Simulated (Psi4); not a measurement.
**BHLYP/6-311+G(d,p) run of SiHClF2 (SMILES F[SiH](F)Cl)**

What is the vertical singlet–triplet gap of SiHClF2 at BHLYP/6-311+G**? 

The calculation is run with Psi4 1.11.

1 further run of the same task is left out (set aside as unsound or not needed).

## 1. Starting point

SiHClF2 has 5 atoms, charge 0, and is taken as a singlet. As SMILES, `F[SiH](F)Cl`. The coordinates come from a PBE0-D4/def2-TZVP relaxation.

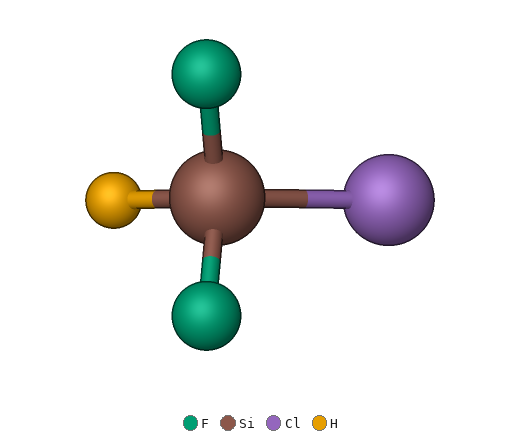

Viewed from a chosen angle; fluorine teal, silicon brown, chlorine purple, hydrogen amber.

## 2. The energy at BHLYP/6-311+G(d,p)

input.in

```
memory 1600 mb

molecule {
  0 1
  F     -0.339600    -0.621400     1.420100
  Si     0.095900    -0.000200     0.037800
  F     -0.033500     1.566800     0.156500
  Cl    -1.157500    -0.656000    -1.401500
  H      1.484600    -0.363000    -0.254200
  units angstrom
  symmetry c1
  no_reorient
  no_com
}

set reference rks
set puream true
set e_convergence 1e-09
set d_convergence 1e-08
set scf_type pk
set dft_radial_points 99
set dft_spherical_points 590

e, wfn = energy("bhhlyp/6-311+G**", return_wfn=True)
oeprop(wfn, "WIBERG_LOWDIN_INDICES", "DIPOLE", "MULLIKEN_CHARGES", title="BHHLYP")
print_variables()
```

Run with:

```sh
$ psi4 input.in input.out -n 1
```

input.out:

```text
[...]
  Running in c1 symmetry.
[...]
  Nuclear repulsion =  230.926516139271200
[...]
  Multiplicity = 1
[...]
  Nalpha       = 25
  Nbeta        = 25
[...]
    Number of basis functions: 110
[...]
   @RKS iter   1:  -950.07363148365789   -3.64364e-01   5.15562e-03 DIIS/ADIIS
[...]
   @RKS iter  10:  -950.16236158493632   -4.77485e-12   4.12210e-09 DIIS
[...]
    Orbital Energies [Eh]
    ---------------------
    Doubly Occupied:
       1A   -102.836404     2A    -67.263165     3A    -25.332314
       4A    -25.332306     5A     -9.914081     6A     -7.565338
       7A     -7.560504     8A     -7.560479     9A     -5.727644
      10A     -3.994006    11A     -3.993368    12A     -3.990388
      13A     -1.402598    14A     -1.382974    15A     -0.977472
      16A     -0.694990    17A     -0.622237    18A     -0.602547
      19A     -0.594390    20A     -0.561092    21A     -0.545749
      22A     -0.528929    23A     -0.464183    24A     -0.424502
      25A     -0.420128
[...]
  @RKS Final Energy:  -950.16236158493632
   => Energetics <=
    Nuclear Repulsion Energy =            230.9265161392712002
    One-Electron Energy =               -1775.5816020477770962
    Two-Electron Energy =                 630.8159143206786439
    DFT Exchange-Correlation Energy =     -36.3231899971089973
    Empirical Dispersion Energy =           0.0000000000000000
    VV10 Nonlocal Energy =                  0.0000000000000000
    Total Energy =                       -950.1623615849363205
[...]
 Multipole Moments:
 ------------------------------------------------------------------------------------
     Multipole            Electronic (a.u.)      Nuclear  (a.u.)        Total (a.u.)
 ------------------------------------------------------------------------------------
 L = 1.  Multiply by 2.5417464519 to convert [e a0] to [Debye]
 Dipole X            :         38.6912541          -38.1879635            0.5032906
 Dipole Y            :          5.4653368           -5.6865639           -0.2212271
 Dipole Z            :         17.4288196          -17.6899152           -0.2610957
 Magnitude           :                                                    0.6086163
[...]
  Mulliken Charges: (a.u.)
   Center  Symbol    Alpha    Beta     Spin     Total
       1     F     4.65299  4.65299  0.00000 -0.30597
       2    SI     6.54477  6.54477  0.00000  0.91047
       3     F     4.65299  4.65299  0.00000 -0.30598
       4    CL     8.60067  8.60067  0.00000 -0.20133
       5     H     0.54859  0.54859  0.00000 -0.09718
   Total alpha = 25.00000, Total beta = 25.00000, Total charge =  0.00000
  Wiberg Bond Indices using Orthogonal Lowdin Orbitals:
[...]
```

Wall time 14 s (1 thread of AMD EPYC 7R43 (Zen 3), shared host); peak memory 0.52 GiB.

## 3. The triplet, same level

input.dat

```
memory 1600 mb

molecule geom {
  0 3
  F
  Si 1 R2
  F 2 R3 1 A3
  Cl 2 R4 1 A4 3 D4
  H 2 R5 1 A5 3 D5

  R2 = 1.576802
  R3 = 1.576808
  A3 = 107.62905
  R4 = 2.018086
  A4 = 109.00588
  D4 = -118.09049
  R5 = 1.46471
  A5 = 109.81858
  D5 = 119.51064
  symmetry c1
  no_reorient
  no_com
}

set {
  reference uks
  puream true
  e_convergence 1e-09
  d_convergence 1e-08
  scf_type pk
  dft_radial_points 99
  dft_spherical_points 590
  maxiter 200
}

energy_value, wavefunction = energy('bhhlyp/6-311+G**', return_wfn=True)
oeprop(wavefunction, 'WIBERG_LOWDIN_INDICES', 'DIPOLE', 'MAYER_INDICES', title='BHHLYP')
```

Run with:

```sh
$ psi4 -n 1 input.dat output.dat
```

output.dat:

```text
[...]
  Running in c1 symmetry.
[...]
  Nuclear repulsion =  230.926474705941501
[...]
  Multiplicity = 3
[...]
  Nalpha       = 26
  Nbeta        = 24
[...]
    Number of basis functions: 110
[...]
   @UKS iter   1:  -949.69462354882705    1.46407e-02   5.75188e-03 DIIS/ADIIS
[...]
   @UKS iter  22:  -949.84178733698639   -1.10276e-11   8.85828e-09 DIIS
[...]
   @S^2 Observed:                2.006280566E+00
[...]
    Orbital Energies [Eh]
    ---------------------
    Alpha Occupied:
       1A   -102.963318     2A    -67.228064     3A    -25.325160
       4A    -25.325151     5A    -10.039931     6A     -7.702315
       7A     -7.684906     8A     -7.679667     9A     -5.702005
      10A     -3.968127    11A     -3.964886    12A     -3.962339
      13A     -1.398211    14A     -1.378508    15A     -1.103344
      16A     -0.709709    17A     -0.620169    18A     -0.619887
      19A     -0.609944    20A     -0.575133    21A     -0.561886
      22A     -0.553207    23A     -0.542074    24A     -0.513987
      25A     -0.487042    26A     -0.107509
    Alpha Virtual:
[...]
  @UKS Final Energy:  -949.84178733698639
   => Energetics <=
    Nuclear Repulsion Energy =            230.9264747059415015
    One-Electron Energy =               -1773.8922026408085912
    Two-Electron Energy =                 629.4155963302279133
    DFT Exchange-Correlation Energy =     -36.2916557323472091
    Empirical Dispersion Energy =           0.0000000000000000
    VV10 Nonlocal Energy =                  0.0000000000000000
    Total Energy =                       -949.8417873369863855
[...]
 Multipole Moments:
 ------------------------------------------------------------------------------------
     Multipole            Electronic (a.u.)      Nuclear  (a.u.)        Total (a.u.)
 ------------------------------------------------------------------------------------
 L = 1.  Multiply by 2.5417464519 to convert [e a0] to [Debye]
 Dipole X            :         -1.5680872            1.6229803            0.0548931
 Dipole Y            :         -0.8047161            1.2956843            0.4909682
 Dipole Z            :         -0.5885690            0.9478695            0.3593005
 Magnitude           :                                                    0.6108681
[...]
```

It took 39 s on 1 thread of AMD EPYC 7R43 (Zen 3), shared host; peak memory 0.53 GiB.

## 4. What came out

Level: BHLYP/6-311+G**.

| quantity | value |
| --- | --- |
| singlet: total energy | -950.16236 Eh |
| singlet: dipole moment | 1.55 D |
| singlet: HOMO energy | -11.43 eV |
| singlet: LUMO energy | 0.58 eV |
| singlet: HOMO–LUMO gap | 12.01 eV |
| triplet: total energy | -949.84179 Eh |
| triplet: dipole moment | 1.55 D |
| triplet: HOMO energy (highest over α and β) | -2.93 eV |
| triplet: ⟨S²⟩ | 2.006 |
| vertical energy of the triplet above the singlet | 8.723 eV |

At this shape the triplet lies 8.72 eV (842 kJ/mol) above the singlet.
